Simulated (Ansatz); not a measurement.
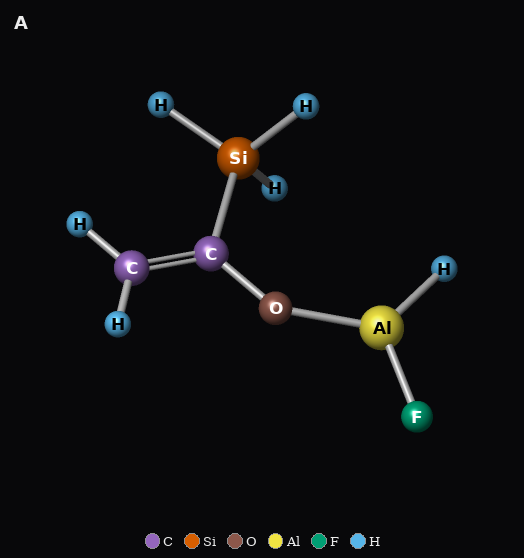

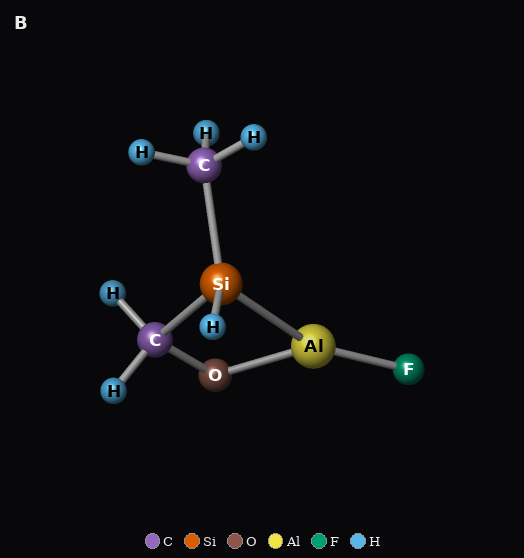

2 stationary structures of one formula. Geometries: PBE-D4/def2-SVP. Electronic energies: PBE-D4/def2-SVP (Ansatz 0.2.0), without zero-point energy. No frequency run is at hand to confirm each as a minimum. Each is one conformer, not always the lowest.

**How are they related?**

They are constitutional isomers of C2H6AlFOSi: A `C=C([SiH3])[O][AlH][F]`, B `C[Si@H]1C[O][Al]1[F]`.

**Rank them by energy, lowest first.**

B is lowest; A lies 15.2 kcal/mol above it.
